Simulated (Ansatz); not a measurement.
# SiC with a defect (As on a C site): a single-point run

Aim: the field gradients at the nuclei of SiC with a defect (As on a C site), from a sound single-point run.

Method: Kohn-Sham DFT, with the functional, basis and potentials that each input names, in Ansatz 0.2.0.

1 further run of the same task is left out (set aside as unsound or not needed).

## (1) Starting point

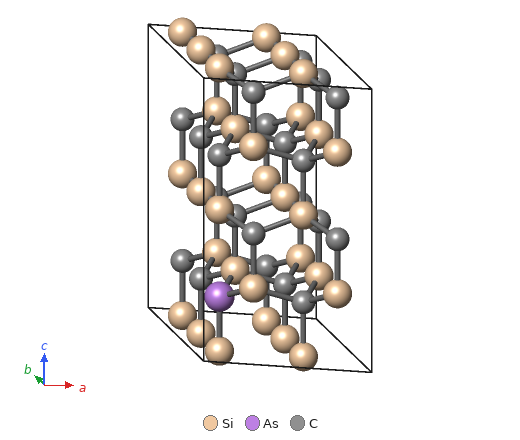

Start, viewed slightly off an axis; silicon light orange, arsenic purple, carbon grey. Atoms on the faces are drawn again on the opposite ones.

The input asks for a charge of +1 e on the cell.

Coordinates:

```
Si As C
1.0
     6.15200    0.00000    0.00000
    -4.61400    7.99168    0.00000
     0.00000    0.00000   10.09600
Si As C
24 1 23
Direct
  0.16667 0.22222 0.00000
  0.16667 0.22222 0.50000
  0.16667 0.55556 0.00000
  0.16667 0.55556 0.50000
  0.16667 0.88889 0.00000
  0.16667 0.88889 0.50000
  0.66667 0.22222 0.00000
  0.66667 0.22222 0.50000
  0.66667 0.55556 0.00000
  0.66667 0.55556 0.50000
  0.66667 0.88889 0.00000
  0.66667 0.88889 0.50000
  0.33333 0.11111 0.25000
  0.33333 0.11111 0.75000
  0.33333 0.44444 0.25000
  0.33333 0.44444 0.75000
  0.33333 0.77778 0.25000
  0.33333 0.77778 0.75000
  0.83333 0.11111 0.25000
  0.83333 0.11111 0.75000
  0.83333 0.44444 0.25000
  0.83333 0.44444 0.75000
  0.83333 0.77778 0.25000
  0.83333 0.77778 0.75000
  0.16667 0.22222 0.19250
  0.16667 0.22222 0.69250
  0.16667 0.55556 0.19250
  0.16667 0.55556 0.69250
  0.16667 0.88889 0.19250
  0.16667 0.88889 0.69250
  0.66667 0.22222 0.19250
  0.66667 0.22222 0.69250
  0.66667 0.55556 0.19250
  0.66667 0.55556 0.69250
  0.66667 0.88889 0.19250
  0.66667 0.88889 0.69250
  0.33333 0.11111 0.44250
  0.33333 0.11111 0.94250
  0.33333 0.44444 0.44250
  0.33333 0.44444 0.94250
  0.33333 0.77778 0.44250
  0.33333 0.77778 0.94250
  0.83333 0.11111 0.44250
  0.83333 0.11111 0.94250
  0.83333 0.44444 0.44250
  0.83333 0.44444 0.94250
  0.83333 0.77778 0.44250
  0.83333 0.77778 0.94250
```

## (2) Input and run

input.yaml reads:

```yaml
crystal:
  lattice:
    - [6.152, 0.0, 0.0]
    - [-4.614, 7.991682426, 0.0]
    - [0.0, 0.0, 10.096]
  atoms:
    - { symbol: Si, position: [0.1666666666, 0.2222222222, 0.0] }
    - { symbol: Si, position: [0.1666666666, 0.2222222222, 0.5] }
    - { symbol: Si, position: [0.1666666666, 0.5555555556, 0.0] }
    - { symbol: Si, position: [0.1666666666, 0.5555555556, 0.5] }
    - { symbol: Si, position: [0.1666666666, 0.8888888889, 0.0] }
    - { symbol: Si, position: [0.1666666666, 0.8888888889, 0.5] }
    - { symbol: Si, position: [0.6666666666, 0.2222222222, 0.0] }
    - { symbol: Si, position: [0.6666666666, 0.2222222222, 0.5] }
    - { symbol: Si, position: [0.6666666666, 0.5555555556, 0.0] }
    - { symbol: Si, position: [0.6666666666, 0.5555555556, 0.5] }
    - { symbol: Si, position: [0.6666666666, 0.8888888889, 0.0] }
    - { symbol: Si, position: [0.6666666666, 0.8888888889, 0.5] }
    - { symbol: Si, position: [0.3333333334, 0.1111111111, 0.25] }
    - { symbol: Si, position: [0.3333333334, 0.1111111111, 0.75] }
    - { symbol: Si, position: [0.3333333334, 0.4444444444, 0.25] }
    - { symbol: Si, position: [0.3333333334, 0.4444444444, 0.75] }
    - { symbol: Si, position: [0.3333333334, 0.7777777778, 0.25] }
    - { symbol: Si, position: [0.3333333334, 0.7777777778, 0.75] }
    - { symbol: Si, position: [0.8333333334, 0.1111111111, 0.25] }
    - { symbol: Si, position: [0.8333333334, 0.1111111111, 0.75] }
    - { symbol: Si, position: [0.8333333334, 0.4444444444, 0.25] }
    - { symbol: Si, position: [0.8333333334, 0.4444444444, 0.75] }
    - { symbol: Si, position: [0.8333333334, 0.7777777778, 0.25] }
    - { symbol: Si, position: [0.8333333334, 0.7777777778, 0.75] }
    - { symbol: As, position: [0.1666666666, 0.2222222222, 0.1925] }
    - { symbol: C, position: [0.1666666666, 0.2222222222, 0.6925] }
    - { symbol: C, position: [0.1666666666, 0.5555555556, 0.1925] }
    - { symbol: C, position: [0.1666666666, 0.5555555556, 0.6925] }
    - { symbol: C, position: [0.1666666666, 0.8888888889, 0.1925] }
    - { symbol: C, position: [0.1666666666, 0.8888888889, 0.6925] }
    - { symbol: C, position: [0.6666666666, 0.2222222222, 0.1925] }
    - { symbol: C, position: [0.6666666666, 0.2222222222, 0.6925] }
    - { symbol: C, position: [0.6666666666, 0.5555555556, 0.1925] }
    - { symbol: C, position: [0.6666666666, 0.5555555556, 0.6925] }
    - { symbol: C, position: [0.6666666666, 0.8888888889, 0.1925] }
    - { symbol: C, position: [0.6666666666, 0.8888888889, 0.6925] }
    - { symbol: C, position: [0.3333333334, 0.1111111111, 0.4425] }
    - { symbol: C, position: [0.3333333334, 0.1111111111, 0.9425] }
    - { symbol: C, position: [0.3333333334, 0.4444444444, 0.4425] }
    - { symbol: C, position: [0.3333333334, 0.4444444444, 0.9425] }
    - { symbol: C, position: [0.3333333334, 0.7777777778, 0.4425] }
    - { symbol: C, position: [0.3333333334, 0.7777777778, 0.9425] }
    - { symbol: C, position: [0.8333333334, 0.1111111111, 0.4425] }
    - { symbol: C, position: [0.8333333334, 0.1111111111, 0.9425] }
    - { symbol: C, position: [0.8333333334, 0.4444444444, 0.4425] }
    - { symbol: C, position: [0.8333333334, 0.4444444444, 0.9425] }
    - { symbol: C, position: [0.8333333334, 0.7777777778, 0.4425] }
    - { symbol: C, position: [0.8333333334, 0.7777777778, 0.9425] }
total_charge: 1
kpoints:
  mp_grid: { grid: [4, 3, 2] }
scf:
  occupations: { method: fermi_dirac, width: 0.01 }
  mixing: { algorithm: broyden, beta: 0.1, ndim: 8 }
hamiltonian:
  xc: pbe
  pseudopotentials: { kind: nc, accuracy: standard }
output:
  forces: true
  stress: true
  populations: true
  efg: { quadrupole_moments_barn: { As: 0.311 }, contact_densities: true }
```

Started as:

```sh
> ansatz run input.yaml --threads 1 --pin off --max-ram 3072MiB --backend cpu --events-out ev --progress --plain --runs-dir out
```

The program printed:

```text
Error: output.efg without hamiltonian.pseudopotentials.kind: paw|paw_fr|all_electron or hamiltonian.pseudopotentials.kind: all_electron — the all-electron EFG reconstruction needs the PAW one-centre densities; drop the efg request, or set kind: paw (paw_fr under spin-orbit coupling) (under a functional that reads the kinetic-energy density, kind: paw is refused in some combinations and carries risks of its own in the rest: see hamiltonian.xc for the refusals and hamiltonian.pseudopotentials.kind for the risks, both in the input reference; kind: paw is refused beside gw.static_remainder)
```

It took 0.02 s on 1 thread of Arm Neoverse V1, shared host; peak memory 0.032 GiB.

## (3) What went wrong

The run ended at the input check. It says: «output.efg without hamiltonian.pseudopotentials.kind: paw|paw_fr|all_electron or hamiltonian.pseudopotentials.kind: all_electron — the all-electron EFG reconstruction needs the PAW one-centre densities; drop the efg request ...»

What was asked isn't available in this combination.

The cure: leave the request out or change the method.

## (4) Outcome

| quantity | value |
| --- | --- |
| ending | refused |
| cause | not implemented for this set-up |

In words: The run has to be repeated with the input mended.
